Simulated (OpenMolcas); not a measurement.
**One shape, several levels: triplet CH7NOSi**

Wanted: a comparison of 5 runs (UHF/3-21G, UB3LYP/6-31G*, UB3LYP/cc-pVDZ, UPBE/cc-pVDZ, ROMP2/cc-pVDZ) of triplet CH7NOSi. 

The calculation is run with OpenMolcas 26.06.

**1. The system as given**

CH7NOSi has 11 atoms, charge 0, and is taken as a triplet. SMILES of the parent species: `OCN[SiH3]`. The coordinates come from a PBE0-D4/def2-TZVP relaxation. This is one conformer, not always the lowest. That shape belongs to the parent species and isn't relaxed for this state.

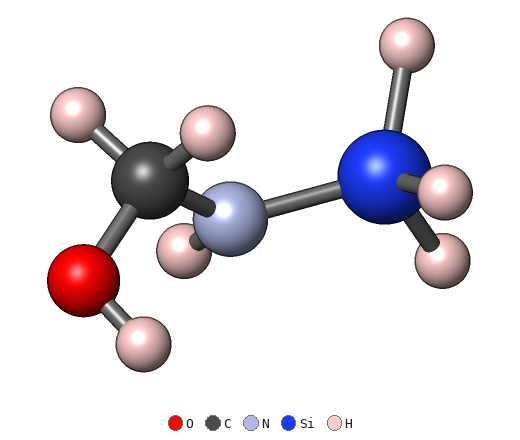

The structure, seen from a chosen angle (oxygen red, carbon dark grey, nitrogen light blue, silicon blue, hydrogen pink).

**2. A single-point energy at UHF/3-21G (run 1)**

mol.inp reads:

```
* CH7NOSi Hartree-Fock

&GATEWAY
 BASLIB = $CurrDir
 COORD
 11
 angstrom
 O       -1.208000       1.808500      -0.668400
 C       -0.009800       1.197800      -0.260600
 N        0.021500      -0.204300      -0.552200
 Si       0.472500      -1.425900       0.571200
 H       -1.930700       1.291100      -0.299300
 H        0.776900       1.753100      -0.781300
 H        0.150800       1.320600       0.820400
 H        0.033200      -0.410500      -1.539700
 H       -0.212700      -1.140500       1.860100
 H        1.934400      -1.515500       0.858100
 H        0.037100      -2.731600       0.012700
 BASIS = 3-21G
 GROUP = NoSym

&SEWARD

&SCF
 UHF
 SPIN = 3
 THRESHOLDS = 1e-10 1e-07 1e-07 1e-05
 PRORBITALS = 1
```

The basis set 3-21G is read from a file made from the Basis Set Exchange's data (not shown).

Run with:

```
$ export MOLCAS_MEM=1860
$ pymolcas mol.inp > mol.log
```

The program printed:

```text
--- Start Module: gateway ---
[...]
--- Stop Module: gateway /rc=_RC_ALL_IS_WELL_ ---
--- Start Module: seward ---
[...]
      Basis functions           54
--- Stop Module: seward /rc=_RC_ALL_IS_WELL_ ---
[...]
--- Start Module: scf ---
[...]
       Convergence after  25 Iterations
[...]
::    Total SCF energy                               -457.4613025517
[...]
      Total spin, S                                     1.0046379034
[...]
      Total electronic charge=   42.000000
      Total            charge=   -0.000000
[...]
      Dipole Moment (debye):
      Origin of the operator (angstrom)=   -0.0665   -0.0116   -0.0601
                   X= -1.3015E+00               Y=  3.0301E+00               Z= -2.1279E+00           Total=  3.9247E+00
      Quadrupole Moment (debye*angstrom):
[...]
--- Stop Module: scf /rc=_RC_ALL_IS_WELL_ ---
[...]
```

Wall time 5.4 s (1 thread of AMD EPYC 7R43 (Zen 3), shared host); peak memory 0.38 GiB.

**3. A single-point energy at UB3LYP/6-31G(d) (Cartesian functions) (run 2)**

run.inp reads:

```
* CH7NOSi Kohn-Sham DFT

&gateway
  baslib
  $CurrDir
  coord
  11
  angstrom
  O       -1.208000       1.808500      -0.668400
  C       -0.009800       1.197800      -0.260600
  N        0.021500      -0.204300      -0.552200
  Si       0.472500      -1.425900       0.571200
  H       -1.930700       1.291100      -0.299300
  H        0.776900       1.753100      -0.781300
  H        0.150800       1.320600       0.820400
  H        0.033200      -0.410500      -1.539700
  H       -0.212700      -1.140500       1.860100
  H        1.934400      -1.515500       0.858100
  H        0.037100      -2.731600       0.012700
  basis
  6-31Gs
  group
  NoSym

&seward
  gridinput
  Grid=UltraFine
  End of Grid

&scf
  uhf
  spin
  3
  ksdft
  B3LYP
  thresholds
  1e-10 1e-07 1e-07 1e-05
  prorbitals
  1 2
```

The basis set 6-31G* is read from a file made from the Basis Set Exchange's data (not shown).

Run with:

```
$ export MOLCAS_MEM=1860
$ pymolcas run.inp > run.log
```

The program printed:

```text
--- Start Module: gateway ---
[...]
--- Stop Module: gateway /rc=_RC_ALL_IS_WELL_ ---
--- Start Module: seward ---
[...]
      Basis functions           78
--- Stop Module: seward /rc=_RC_ALL_IS_WELL_ ---
[...]
--- Start Module: scf ---
[...]
       Convergence after  24 Iterations
[...]
::    Total KS-DFT energy                            -461.5583544047
[...]
      Total spin, S                                     1.0018816708
[...]
      Total electronic charge=   42.000000
      Total            charge=   -0.000000
[...]
      Dipole Moment (debye):
      Origin of the operator (angstrom)=   -0.0665   -0.0116   -0.0601
                   X= -8.5385E-01               Y=  2.3486E+00               Z= -1.0342E+00           Total=  2.7046E+00
      Quadrupole Moment (debye*angstrom):
[...]
--- Stop Module: scf /rc=_RC_ALL_IS_WELL_ ---
[...]
```

Run time: 86 s. Hardware: 1 thread of AMD EPYC 7R43 (Zen 3), shared host; peak memory 0.44 GiB.

Runs 3 to 4 aren't shown in full; the table further down has their settings and results.

**4. The energy at ROMP2/cc-pVDZ (run 5)**

test.input reads:

```
&GATEWAY
BasLib=$CurrDir
Coord
11
angstrom
O       -1.208000       1.808500      -0.668400
C       -0.009800       1.197800      -0.260600
N        0.021500      -0.204300      -0.552200
Si       0.472500      -1.425900       0.571200
H       -1.930700       1.291100      -0.299300
H        0.776900       1.753100      -0.781300
H        0.150800       1.320600       0.820400
H        0.033200      -0.410500      -1.539700
H       -0.212700      -1.140500       1.860100
H        1.934400      -1.515500       0.858100
H        0.037100      -2.731600       0.012700
Basis=cc-pVDZ
Group=NoSym
&SEWARD
&SCF
UHF
Spin=3
Thresholds=1e-10 1e-07 1e-07 1e-05
PrOrbitals=0
&RASSCF
FileOrb=$Project.UnaOrb
Spin=3
Nactel=2 0 0
Inactive=20
Ras2=2
OutOrbitals=Canonical
OrbListing=NoCore
&CASPT2
IPEA=0.0
Frozen=8
```

The basis set cc-pVDZ is read from a file made from the Basis Set Exchange's data (not shown).

Run with:

```
$ export MOLCAS_MEM=1860
$ pymolcas test.input > test.log
```

The program printed:

```text
--- Start Module: gateway ---
[...]
--- Stop Module: gateway /rc=_RC_ALL_IS_WELL_ ---
[...]
      Basis functions           95
[...]
       Convergence after  32 Iterations
[...]
::    Total SCF energy                               -459.9690257336
[...]
      Total spin, S                                     1.0048566832
[...]
--- Start Module: rasscf ---
[...]
      Number of active orbitals                  2
[...]
      Spin quantum number                      1.0
[...]
      Active orbitals                            2
[...]
      Number of CSFs                             1
[...]
      Number of root(s) required                 1
[...]
      Convergence after 16 iterations
[...]
      printout of CI-coefficients larger than  0.05 for root  1
      energy=    -459.962623
      conf/sym  11     Coeff  Weight
             1  uu   1.00000 1.00000
      Natural orbitals and occupation numbers for root  1
      sym 1:   1.000000   1.000000
      ************************************************************************************************************************
      *                                                    Final results                                                     *
[...]
::    RASSCF root number  1 Total energy:   -459.96262256
[...]
      Total electronic charge=   42.000000
      Total            charge=   -0.000000
[...]
      Dipole Moment (debye):
      Origin of the operator (angstrom)=   -0.0665   -0.0116   -0.0601
                   X= -9.6274E-01               Y=  2.1982E+00               Z=  1.9030E-02           Total=  2.3999E+00
      Quadrupole Moment (debye*angstrom):
[...]
--- Stop Module: rasscf /rc=_RC_ALL_IS_WELL_ ---
[...]
--- Start Module: caspt2 ---
[...]
 ###    WARNING: User changed nr of frozen orbitals.                         ###
 ###############################################################################
[...]
      E2 (Variational):          -0.6006785411
      Total energy:            -460.5633010967
[...]
      Reference weight:           0.82964
[...]
::    CASPT2 Root  1     Total energy:   -460.56330110
[...]
--- Stop Module: caspt2 /rc=_RC_ALL_IS_WELL_ ---
[...]
```

Run time: 35 s. Hardware: 1 thread of AMD EPYC 7R43 (Zen 3), shared host; peak memory 0.52 GiB.

**5. All runs side by side**

```
run                                level  Cartesian functions  integration grid  energy (Eh)  dipole moment (D)  HOMO energy (eV)   ⟨S²⟩  wall time
  1                            UHF/3-21G                   no                 –  -457.461303               3.92             -2.33  2.014      5.4 s
  2  UB3LYP/6-31G* (Cartesian functions)                  yes         UltraFine  -461.558354               2.70             -1.16  2.006       86 s
  3                       UB3LYP/cc-pVDZ                   no         UltraFine  -461.584819               1.79             -1.15  2.006    2.2 min
  4                         UPBE/cc-pVDZ                   no         UltraFine  -461.213832               1.98             -0.70  2.003    2.2 min
  5                        ROMP2/cc-pVDZ                   no                 –  -460.563301                  –                 –      –       35 s
```

**6. Outcome**

```
           quantity          value
run 5: total energy  -460.56330 Eh
```

What this shows: Over runs 1, 2, 3, 4 the dipole moment (its size) runs from 1.79 D (UB3LYP/cc-pVDZ) to 3.92 D (UHF/3-21G). The two ends differ in method and basis. Totals of different functionals can't be ranked against each other. All runs together took 6.5 min, the longest 2.2 min.
